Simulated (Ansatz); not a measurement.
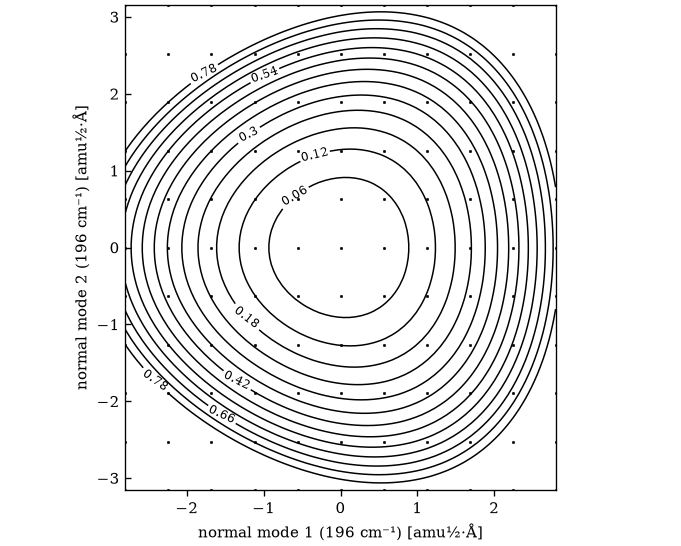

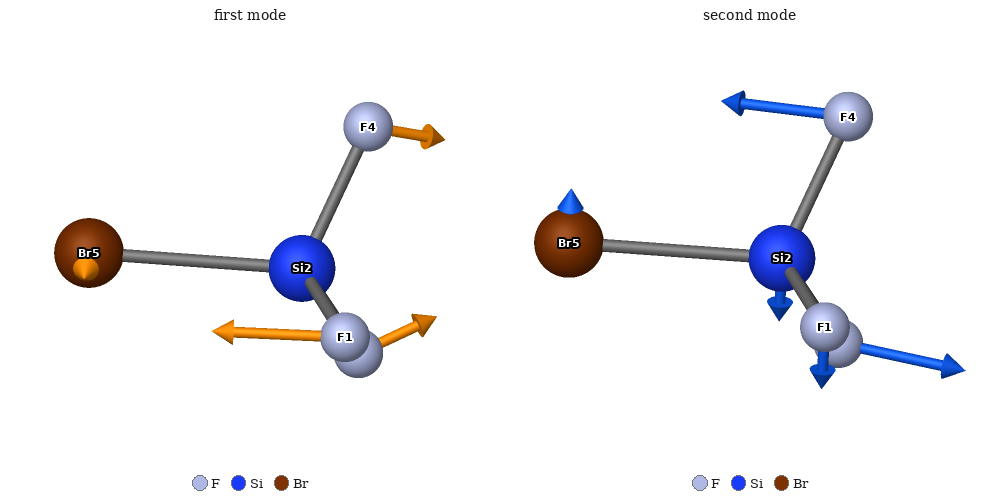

Energy landscape of BrF3Si, SMILES F[Si](F)(F)Br. Coordinates scanned: (1) normal mode 1 (196 cm⁻¹); (2) normal mode 2 (196 cm⁻¹). Nothing is relaxed (straight displacements along the two mass-weighted modes). Grid: 11 × 11 points. All energies are given in eV relative to the lowest grid point. These are results of RKS BHLYP-D4/def2-SVP (Ansatz), not measurements.

In the figure: contour lines labelled in eV (none above 0.78), dots at the grid points. Between grid points the surface is interpolated. The second picture is the structure at the lowest point

Summarise what can be read from the map.

Answer. The lowest grid point is at normal mode 1 (196 cm⁻¹) = 0.00 amu½·Å, normal mode 2 (196 cm⁻¹) = 0.00 amu½·Å. No other kind of well shows on this grid. The highest grid point, normal mode 1 (196 cm⁻¹) = −2.80 amu½·Å, normal mode 2 (196 cm⁻¹) = 3.16 amu½·Å, lies 1.93 eV above the lowest.

The values on the grid:

```csv
"normal mode 2 (196 cm⁻¹) ↓, normal mode 1 (196 cm⁻¹) →",−2.80,−2.24,−1.68,−1.12,−0.56,0.00,0.56,1.12,1.68,2.24,2.80
3.16,1.93,1.59,1.32,1.11,0.96,0.86,0.83,0.87,0.98,1.19,1.48
2.52,1.43,1.13,0.89,0.71,0.59,0.52,0.51,0.56,0.68,0.89,1.19
1.89,1.05,0.78,0.58,0.42,0.33,0.28,0.28,0.34,0.47,0.68,0.98
1.26,0.78,0.54,0.36,0.23,0.15,0.12,0.13,0.20,0.33,0.54,0.84
0.63,0.62,0.40,0.24,0.12,0.05,0.03,0.05,0.12,0.26,0.47,0.77
0.00,0.57,0.36,0.20,0.09,0.02,0.00,0.02,0.10,0.23,0.44,0.74
−0.63,0.62,0.40,0.24,0.12,0.05,0.03,0.05,0.12,0.26,0.47,0.76
−1.26,0.78,0.54,0.36,0.23,0.15,0.12,0.13,0.20,0.33,0.54,0.84
−1.89,1.04,0.78,0.57,0.42,0.33,0.28,0.28,0.34,0.47,0.68,0.98
−2.52,1.42,1.13,0.89,0.71,0.59,0.52,0.51,0.56,0.68,0.89,1.19
−3.16,1.93,1.59,1.32,1.11,0.96,0.87,0.83,0.87,0.98,1.18,1.48
```

Each point was launched as `ansatz run input.yaml --threads 1 --pin off --max-ram 2560MiB --backend cpu --events-out ev --progress --plain --runs-dir out`. Time for the 121 points that were run: 9.8 min on 1 thread of Arm Neoverse V2 (shared host).
